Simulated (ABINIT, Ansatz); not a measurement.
**Lattice dynamics of Aluminum (Fm-3m) in two programs**

Aim: the phonon dispersion of Aluminum (Fm-3m), checked by a second program.

Program: ABINIT 10.8.3. Level of theory: DFT LDA, scalar-relativistic, plane waves, PseudoDojo norm-conserving pseudopotentials. Results are calculated unless marked as measured.

## Step 1: Starting point

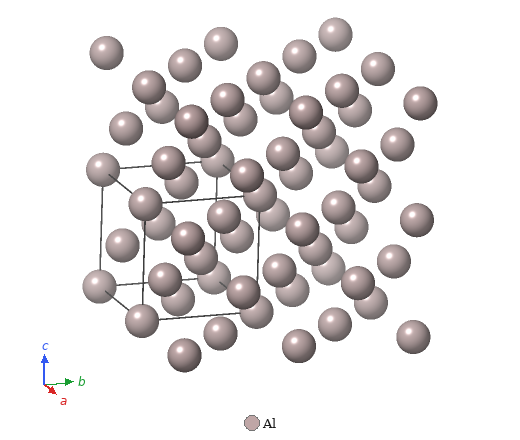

Start, viewed slightly off an axis; aluminium light grey. 2×2×2 cells are drawn. This picture shows the conventional cell, with its axes. Some periodic images of atoms are drawn too.

## Step 2: Relaxing the cell and atoms

The harmonic expansion needs vanishing forces, and a free crystal bears no stress, so cell and atoms are brought to rest. Stress is more sensitive to the basis than forces are: the last 3 Ha under the cutoff are smoothed with ecutsm, and the cutoff is raised above that of the later runs.

The starting cell comes from a relaxation made beforehand in Ansatz (LDA, PseudoDojo NC).

Input file relax.abi:

```
# relaxation
ionmov 2
optcell 2
dilatmx 1.08
ntime 40
tolmxf 1.0d-05
tolvrs 1.0d-14
prtwf 0
prtden 0
chksymtnons 0

# basis, mesh and filling
ecut 21.0
ecutsm 3.0
ngkpt 14 14 14
nshiftk 1
shiftk 0.0 0.0 0.0
istwfk *1
occopt 7
tsmear 0.01
nband 6
nstep 100
diemac 1000000.0
prtebands 0
prtgsr 0
useylm 1

# cell and atoms
acell 3*1.0 Angstrom
rprim 
    0.0 1.988033456 1.988033456
    1.988033456 0.0 1.988033456
    1.988033456 1.988033456 0.0
ntypat 1
znucl 13
natom 1
typat 1
xred 
    0.0 0.0 0.0
pp_dirpath "./pseudo"
pseudos "Al.upf"
```

Started as:

```console
OMP_NUM_THREADS=1 mpirun -n 2 abinit relax.abi > relax.log
```

Numbers of over 12 decimals in the logs are rounded to 6 here.

relax.abo, the main output file:

```text
[banners, grids, parts of the stress and lines that vanish by symmetry left out]
- input  file    -> relax.abi
- output file    -> relax.abo
- root for input  files -> relaxi
[...]
Symmetries : space group Fm -3 m (#225); Bravais cF (face-center cubic)
[...]
mpw =         636          nfft =       13824          nkpt =         104
[...]
== DATASET  1 ==================================================================
[...]
cutoff_energies: {ecut:  21.0, pawecutdg:  -1.0, }
[...]
ETOT  1  -2.361701    -2.362E+00 6.411E-02 9.462E-01
 ETOT  2  -2.363200    -1.498E-03 3.004E-03 4.610E-02
 ETOT  3  -2.363205    -5.072E-06 1.373E-03 1.028E-04
 ETOT  4  -2.363205    -1.372E-08 6.131E-04 4.354E-07
 ETOT  5  -2.363205    -6.994E-11 6.243E-04 3.994E-09
[...]
At SCF step    8       vres2   =  2.30E-17 < tolvrs=  1.00E-14 =>converged.
[...]
sigma(1 1)= -2.80376079E-06  sigma(3 2)=  0.00000000E+00
  sigma(2 2)= -2.80376079E-06  sigma(3 1)=  0.00000000E+00
  sigma(3 3)= -2.80376079E-06  sigma(2 1)=  0.00000000E+00
[...]
convergence: {deltae: -4.885E-15, res2:  2.298E-17, residm:  2.310E-04, diffor: null, }
etotal    :  -2.36320468E+00
[...]
ETOT  1  -2.363205    -2.363E+00 2.533E-04 3.706E-07
[...]
At SCF step    5       vres2   =  7.86E-16 < tolvrs=  1.00E-14 =>converged.
[...]
sigma(1 1)= -2.08974821E-06  sigma(3 2)=  0.00000000E+00
  sigma(2 2)= -2.08974821E-06  sigma(3 1)=  0.00000000E+00
  sigma(3 3)= -2.08974821E-06  sigma(2 1)=  0.00000000E+00
[...]
convergence: {deltae:  4.752E-14, res2:  7.857E-16, residm:  1.435E-04, diffor: null, }
etotal    :  -2.36320474E+00
[...]
ETOT  1  -2.363205    -2.363E+00 8.169E-05 3.182E-06
[...]
ETOT  4  -2.363205    -7.994E-14 2.254E-05 1.033E-12
 ETOT  5  -2.363205     3.508E-14 1.480E-05 6.779E-15
 At SCF step    5       vres2   =  6.78E-15 < tolvrs=  1.00E-14 =>converged.
[...]
sigma(1 1)= -3.07441306E-09  sigma(3 2)=  0.00000000E+00
  sigma(2 2)= -3.07441306E-09  sigma(3 1)=  0.00000000E+00
  sigma(3 3)= -3.07441306E-09  sigma(2 1)=  0.00000000E+00
[...]
convergence: {deltae:  3.508E-14, res2:  6.779E-15, residm:  1.480E-05, diffor: null, }
etotal    :  -2.36320483E+00
[...]
At Broyd/MD step   3, gradients are converged :
[...]
sigma(1 1)= -3.07441306E-09  sigma(3 2)=  0.00000000E+00
  sigma(2 2)= -3.07441306E-09  sigma(3 1)=  0.00000000E+00
  sigma(3 3)= -3.07441306E-09  sigma(2 1)=  0.00000000E+00
[...]
- sigma(1 1)= -9.04523552E-05  sigma(3 2)=  0.00000000E+00
- sigma(2 2)= -9.04523552E-05  sigma(3 1)=  0.00000000E+00
- sigma(3 3)= -9.04523552E-05  sigma(2 1)=  0.00000000E+00
[...]
fcart     -0.0000000000E+00 -0.0000000000E+00 -0.0000000000E+00
           strten     -3.0744130645E-09 -3.0744130644E-09 -3.0744130643E-09
================================================================================

[key lines of the parts left out:]
pressure_GPa:   9.0452E-05
Total energy (etotal) [Ha]= -2.36320482608784E+00
```

Elapsed: 16 s, on 2 MPI ranks of Intel Xeon at 2.70GHz, shared host.

Little changed from the start: no atom moved by 0.005 Å and no cell edge by 0.1 %.

This step gave:

| Quantity | Value |
| --- | --- |
| volume per atom | 15.73 Å³ |
| pressure | 9.05e-5 GPa |
| gap on the k-mesh | 0 eV |

## Step 3: Ground state

First-order wavefunctions inherit every error of the ground state, hence the very tight tolvrs. Occupations are smeared.

Input file gs.abi:

```
# ground state
tolvrs 1.0d-16
prtden 1
prtwf 1

# basis, mesh and filling
ecut 16.0
ngkpt 16 16 16
nshiftk 1
shiftk 0.0 0.0 0.0
istwfk *1
occopt 7
tsmear 0.01
nband 6
nstep 100
diemac 1000000.0
prtebands 0
prtgsr 0
useylm 1

# cell and atoms
acell 3*1.0 Angstrom
rprim 
    0.0 1.988690573 1.988690573
    1.988690573 0.0 1.988690573
    1.988690573 1.988690573 0.0
ntypat 1
znucl 13
natom 1
typat 1
xred 
    0.0 0.0 0.0
pp_dirpath "./pseudo"
pseudos "Al.upf"
```

Started as:

```console
OMP_NUM_THREADS=1 mpirun -n 2 abinit gs.abi > gs.log
```

gs.abo, the main output file:

```text
[banners, grids, parts of the stress and lines that vanish by symmetry left out]
- input  file    -> gs.abi
- output file    -> gs.abo
- root for input  files -> gsi
[...]
Symmetries : space group Fm -3 m (#225); Bravais cF (face-center cubic)
[...]
mpw =         332          nfft =        8000          nkpt =         145
[...]
== DATASET  1 ==================================================================
[...]
cutoff_energies: {ecut:  16.0, pawecutdg:  -1.0, }
[...]
ETOT  1  -2.362437    -2.362E+00 7.624E-02 5.664E-01
 ETOT  2  -2.363462    -1.024E-03 3.959E-03 2.338E-02
 ETOT  3  -2.363466    -4.455E-06 2.516E-03 7.735E-05
 ETOT  4  -2.363466    -2.096E-08 2.481E-03 2.265E-07
 ETOT  5  -2.363466    -4.818E-11 2.847E-04 2.408E-09
 ETOT  6  -2.363466    -6.493E-13 2.016E-04 6.426E-12
 ETOT  7  -2.363466     1.910E-14 5.573E-05 1.710E-14
 ETOT  8  -2.363466    -8.882E-16 6.513E-05 8.987E-18
 At SCF step    8       vres2   =  8.99E-18 < tolvrs=  1.00E-16 =>converged.
[...]
sigma(1 1)=  2.43273341E-06  sigma(3 2)=  0.00000000E+00
  sigma(2 2)=  2.43273341E-06  sigma(3 1)=  0.00000000E+00
  sigma(3 3)=  2.43273341E-06  sigma(2 1)=  0.00000000E+00
[...]
convergence: {deltae: -8.882E-16, res2:  8.987E-18, residm:  6.513E-05, diffor: null, }
etotal    :  -2.36346625E+00
[...]
sigma(1 1)=  2.43273341E-06  sigma(3 2)=  0.00000000E+00
  sigma(2 2)=  2.43273341E-06  sigma(3 1)=  0.00000000E+00
  sigma(3 3)=  2.43273341E-06  sigma(2 1)=  0.00000000E+00
[...]
- sigma(1 1)=  7.15734880E-02  sigma(3 2)=  0.00000000E+00
- sigma(2 2)=  7.15734880E-02  sigma(3 1)=  0.00000000E+00
- sigma(3 3)=  7.15734880E-02  sigma(2 1)=  0.00000000E+00
[...]
fcart     -0.0000000000E+00 -0.0000000000E+00 -0.0000000000E+00
           strten      2.4327334115E-06  2.4327334115E-06  2.4327334115E-06
================================================================================

[key lines of the parts left out:]
pressure_GPa:  -7.1573E-02
```

Run time: 5.7 s. Hardware: 2 MPI ranks.

Read from the output:

```
pressure : -0.07157 GPa
```

The cell stands at -0.072 GPa, close enough for phonons.

## Step 4: Zone-centre response

At q = 0 one unit cell holds all displacements. The response is solved for single atoms along the cell's directions, and symmetry skips those that follow from others. The crystal is treated as a metal, which screens a static field, so no field response is asked.

Input file dfpt_gamma.abi:

```

# common to the responses
getwfk_filepath "gso_WFK"
kptopt 2
nqpt 1
qpt 0.0 0.0 0.0
asr 0
chneut 0

# displacements
rfphon 1
rfatpol 1 1
rfdir 1 1 1
tolvrs 1.0d-10
prtwf 0

# basis, mesh and filling
ecut 16.0
ngkpt 16 16 16
nshiftk 1
shiftk 0.0 0.0 0.0
istwfk *1
occopt 7
tsmear 0.01
nband 6
nstep 100
diemac 1000000.0
prtebands 0
prtgsr 0
useylm 1

# cell and atoms
acell 3*1.0 Angstrom
rprim 
    0.0 1.988690573 1.988690573
    1.988690573 0.0 1.988690573
    1.988690573 1.988690573 0.0
ntypat 1
znucl 13
natom 1
typat 1
xred 
    0.0 0.0 0.0
pp_dirpath "./pseudo"
pseudos "Al.upf"
```

Started as:

```console
OMP_NUM_THREADS=1 mpirun -n 2 abinit dfpt_gamma.abi > dfpt_gamma.log
```

dfpt_gamma.abo, the main output file:

```text
[banners, grids, parts of the stress and lines that vanish by symmetry left out]
- input  file    -> dfpt_gamma.abi
- output file    -> dfpt_gamma.abo
- root for input  files -> dfpt_gammai
- root for output files -> dfpt_gammao

 Symmetries : space group Fm -3 m (#225); Bravais cF (face-center cubic)
================================================================================
 Values of the parameters that define the memory need of the present run (RF).
     intxc =       0      iscf =       7    lmnmax =      18     lnmax =       6
     mgfft =      20  mpssoang =       3    mqgrid =    3001     natom =       1
  nloc_mem =       1    nspden =       1   nspinor =       1    nsppol =       1
      nsym =      48    n1xccc =    2501    ntypat =       1    occopt =       7
   xclevel =       1
-    mband =           6        mffmem =           1         mkmem =        1026
-   mkqmem =        1026        mk1mem =        1026           mpw =         332
      nfft =        8000          nkpt =        2052
- my_mband =           6
================================================================================
================================================================================

--------------------------------------------------------------------------------
------------- Echo of variables that govern the present computation ------------
--------------------------------------------------------------------------------
-
- outvars: echo of selected default values
-   iomode0 =  0 , fftalg0 =312 , wfoptalg0 =  0
-
- outvars: echo of global parameters not present in the input file
-  max_nthreads =    1
-
 -outvars: echo values of preprocessed input variables --------
            acell      1.8897261259E+00  1.8897261259E+00  1.8897261259E+00 Bohr
              amu      2.69815390E+01
              asr           0
           chneut           0
             ecut      1.60000000E+01 Hartree
-          fftalg         312
           istwfk        1    0    0    0    0    0    0    0    1    0
                         0    0    0    0    0    0    0    0    0    0
                         0    0    0    0    0    0    0    0    0    0
                         0    0    0    0    0    0    0    0    0    0
                         0    0    0    0    0    0    0    0    0    0
                       outvar_i_n : Printing only first  50 k-points.
              ixc       -1012
              kpt      0.00000000E+00  0.00000000E+00  0.00000000E+00
                       6.25000000E-02  0.00000000E+00  0.00000000E+00
                       1.25000000E-01  0.00000000E+00  0.00000000E+00
                       1.87500000E-01  0.00000000E+00  0.00000000E+00
                       [...]
                       outvar_i_n : Printing only first  50 k-points.
           kptopt           2
         kptrlatt       16    0    0      0   16    0      0    0   16
          kptrlen      8.50356553E+01
P           mkmem        1026
P          mkqmem        1026
P          mk1mem        1026
            natom           1
            nband           6
           nbdbuf           2
            ngfft          20      20      20
             nkpt        2052
             nqpt           1
            nstep         100
             nsym          48
           ntypat           1
              occ      2.000000  1.000000  0.000000  0.000000  0.000000  0.000000
                       2.000000  1.000000  0.000000  0.000000  0.000000  0.000000
                       2.000000  1.000000  0.000000  0.000000  0.000000  0.000000
                       2.000000  1.000000  0.000000  0.000000  0.000000  0.000000
                       [...]
                       prtocc : prtvol=0, do not print more k-points.
           occopt           7
        optdriver           1
        prtebands           0
           prtgsr           0
           prtpot           1
            prtwf           0
           rfphon           1
            rprim      0.0000000000E+00  1.9886905730E+00  1.9886905730E+00
                       1.9886905730E+00  0.0000000000E+00  1.9886905730E+00
                       1.9886905730E+00  1.9886905730E+00  0.0000000000E+00
          spgroup         225
           symrel      1  0  0   0  1  0   0  0  1      -1  0  0   0 -1  0   0  0 -1
                       0 -1  1   0 -1  0   1 -1  0       0  1 -1   0  1  0  -1  1  0
                      -1  0  0  -1  0  1  -1  1  0       1  0  0   1  0 -1   1 -1  0
                       0  1 -1   1  0 -1   0  0 -1       0 -1  1  -1  0  1   0  0  1
                       [...]
           tolvrs      1.00000000E-10
            typat      1
           useylm           1
              wtk        0.00024    0.00049    0.00049    0.00049    0.00049    0.00049
                         0.00049    0.00049    0.00024    0.00049    0.00049    0.00049
                         0.00049    0.00049    0.00049    0.00049    0.00049    0.00049
                         0.00049    0.00049    0.00049    0.00049    0.00049    0.00049
                       [...]
                       outvars : Printing only first  50 k-points.
            znucl       13.00000

================================================================================

 chkinp: Checking input parameters for consistency.

================================================================================
== DATASET  1 ==================================================================
-   mpi_nproc: 2, omp_nthreads: 1 (-1 if OMP is not activated)

--- !DatasetInfo
iteration_state: {dtset: 1, }
dimensions: {natom: 1, nkpt: 2052, mband: 6, nsppol: 1, nspinor: 1, nspden: 1, mpw: 332, }
cutoff_energies: {ecut:  16.0, pawecutdg:  -1.0, }
electrons: {nelect:   3.00000000E+00, charge:   0.00000000E+00, occopt:   7.00000000E+00, tsmear:   1.00000000E-02, }
meta: {optdriver: 1, rfphon: 1, }
...

 mkfilename: getwfk from: gso_WFK

 Real(R)+Recip(G) space primitive vectors, cartesian coordinates (Bohr,Bohr^-1):
 R(1)=  0.0000000  3.7580805  3.7580805  G(1)= -0.1330466  0.1330466  0.1330466
 R(2)=  3.7580805  0.0000000  3.7580805  G(2)=  0.1330466 -0.1330466  0.1330466
 R(3)=  3.7580805  3.7580805  0.0000000  G(3)=  0.1330466  0.1330466 -0.1330466
 Unit cell volume ucvol=  1.0615202E+02 bohr^3
 Angles (23,13,12)=  6.00000000E+01  6.00000000E+01  6.00000000E+01 degrees
 setup1 : take into account q-point for computing boxcut.

 getcut: wavevector=  0.0000  0.0000  0.0000  ngfft=  20  20  20
         ecut(hartree)=     16.000   => boxcut(ratio)=   2.08989

--- Pseudopotential description ------------------------------------------------
- pspini: atom type   1  psp file is ./pseudo/Al.upf

   1.72317429E+00                                ecore*ucvol(ha*bohr**3)
--------------------------------------------------------------------------------

 ==>  initialize data related to q vector <==

 The list of irreducible perturbations for this q vector is:
    1)    idir= 1    ipert=   1

================================================================================

 The perturbation idir=   2  ipert=   1 is
 symmetric of a previously calculated perturbation.
 So, its SCF calculation is not needed.

 The perturbation idir=   3  ipert=   1 is
 symmetric of a previously calculated perturbation.
 So, its SCF calculation is not needed.

--------------------------------------------------------------------------------
 Perturbation wavevector (in red.coord.)   0.000000  0.000000  0.000000
 Perturbation : displacement of atom   1   along direction   1
 Found     4 symmetries that leave the perturbation invariant.
 symkpt : the number of k-points, thanks to the symmetries,
 is reduced to   621 .

--------------------------------------------------------------------------------

--------------------------------------------------------------------------------

 dfpt_looppert : total number of electrons, from k and k+q
  fully or partially occupied states are    3.000000E+00 and    3.000000E+00.
 Initialisation of the first-order wave-functions :
  ireadwf=   0

--- !BeginCycle
iteration_state: {dtset: 1, }
solver: {iscf: 7, nstep: 100, nline: 4, wfoptalg: 0, }
tolerances: {tolvrs: 1.00E-10, }
...

     iter   2DEtotal(Ha)        deltaE(Ha) residm    vres2
-ETOT  1  9.37197992228311E-03 -1.243E+01 1.704E+00 1.079E+01
 ETOT  2  1.06671762272637E-04 -9.265E-03 1.316E-02 1.173E-01
 ETOT  3  4.77529700537715E-06 -1.019E-04 7.843E-04 3.229E-04
 ETOT  4  4.56131034587415E-06 -2.140E-07 2.005E-05 7.652E-07
 ETOT  5  4.56103323420720E-06 -2.771E-10 7.907E-07 2.772E-09
 ETOT  6  4.56103213286596E-06 -1.098E-12 6.042E-08 1.048E-11

 At SCF step    6       vres2   =  1.05E-11 < tolvrs=  1.00E-10 =>converged.
================================================================================

 ----iterations are completed or convergence reached----

 Mean square residual over all n,k,spin=   58.095E-12; max=  60.425E-09

 Thirteen components of 2nd-order total energy (hartree) are
 1,2,3: 0th-order hamiltonian combined with 1st-order wavefunctions
     kin0=   1.10118776E+01 eigvalue=  -5.69770528E-01  local=  -6.59410079E+00
 4,5,6: 1st-order hamiltonian combined with 1st and 0th-order wfs
 loc psp =   1.60578070E+01  Hartree=   2.69524504E-01     xc=  -2.63915941E-01
 note that "loc psp" includes a xc core correction that could be resolved
 7,8,9: eventually, occupation + non-local contributions
    edocc=   6.13154517E-01     enl0=   7.97452383E+00   enl1=  -4.09403934E+01
 1-9 gives the relaxation energy (to be shifted if some occ is /=2.0)
   erelax=  -1.24412933E+01
 10,11,12 Non-relaxation  contributions : frozen-wavefunctions and Ewald
 fr.local=  -7.42412353E+00 fr.nonlo=   2.04702177E+01  Ewald=   0.00000000E+00
 13,14 Frozen wf xc core corrections (1) and (2)
 frxc 1  =  -2.70315805E+00  frxc 2 =   2.09836167E+00
 Resulting in :
 2DEtotal=    0.4561032140E-05 Ha. Also 2DEtotal=    0.124112007241E-03 eV
    (2DErelax=   -1.2441293260E+01 Ha. 2DEnonrelax=    1.2441297821E+01 Ha)
    (  non-var. 2DEtotal :    4.6126395978E-06 Ha)

================================================================================

 ---- first-order wavefunction calculations are completed ----

 ==> Compute Derivative Database <==

  2nd-order matrix (non-cartesian coordinates, masses not included,
   asr not included )
     j1       j2             matrix element
  dir pert dir pert     real part     imaginary part

   1    1   1    1         0.0000046124         0.0000000000
   1    1   2    1         0.0000023062         0.0000000000
   1    1   3    1         0.0000023062         0.0000000000
   1    1   2    3         0.0000000000         0.0000000000
   1    1   3    3         0.0000000000         0.0000000000

   2    1   1    1         0.0000023062         0.0000000000
   2    1   2    1         0.0000046124         0.0000000000
   2    1   3    1         0.0000023062         0.0000000000
   2    1   1    3         0.0000000000         0.0000000000
   2    1   3    3         0.0000000000         0.0000000000

   3    1   1    1         0.0000023062         0.0000000000
   3    1   2    1         0.0000023062         0.0000000000
   3    1   3    1         0.0000046124         0.0000000000
   3    1   1    3         0.0000000000         0.0000000000
   3    1   2    3         0.0000000000         0.0000000000

   1    3   2    1         0.0000000000         0.0000000000
   1    3   3    1         0.0000000000         0.0000000000

   2    3   1    1         0.0000000000         0.0000000000
   2    3   3    1         0.0000000000         0.0000000000

   3    3   1    1         0.0000000000         0.0000000000
   3    3   2    1         0.0000000000         0.0000000000

  Dynamical matrix, in cartesian coordinates,
   if specified in the inputs, asr has been imposed
     j1       j2             matrix element
  dir pert dir pert     real part    imaginary part

   1    1   1    1         0.0000001633         0.0000000000
   1    1   2    1        -0.0000000000         0.0000000000
   1    1   3    1        -0.0000000000         0.0000000000

   2    1   1    1        -0.0000000000         0.0000000000
   2    1   2    1         0.0000001633         0.0000000000
   2    1   3    1        -0.0000000000         0.0000000000

   3    1   1    1        -0.0000000000         0.0000000000
   3    1   2    1        -0.0000000000         0.0000000000
   3    1   3    1         0.0000001633         0.0000000000

  Phonon wavevector (reduced coordinates) :  0.00000  0.00000  0.00000
 Phonon energies in Hartree :
   1.822085E-06  1.822085E-06  1.822086E-06
 Phonon frequencies in cm-1    :
-  3.999014E-01  3.999015E-01  3.999016E-01

== END DATASET(S) ==============================================================
================================================================================

 -outvars: echo values of variables after computation
            acell      1.8897261259E+00  1.8897261259E+00  1.8897261259E+00 Bohr
           etotal      4.5610321329E-06
            fcart      0.0000000000E+00  0.0000000000E+00  0.0000000000E+00
           strten      0.0000000000E+00  0.0000000000E+00  0.0000000000E+00
================================================================================
```

It took 11 s on 2 MPI ranks; 22 s of CPU time.

With one atom there are acoustic modes alone, which should vanish; they come out at 0.40 cm⁻¹ in size, the error that the sum rule removes later.

(Continued in part 2 of 3.)

[Host names and launcher messages were left out of these logs when they were recorded.]

[Logs are printed without paths, hosts, clocks, repeated set-up lines and the standing remarks that a program may print on its own settings, such as how far it seeks lower states.]

[Hosts, paths, dates, database ids (printed as entryN), source tags and the programs' standing remarks are cut or masked in the printed files.]
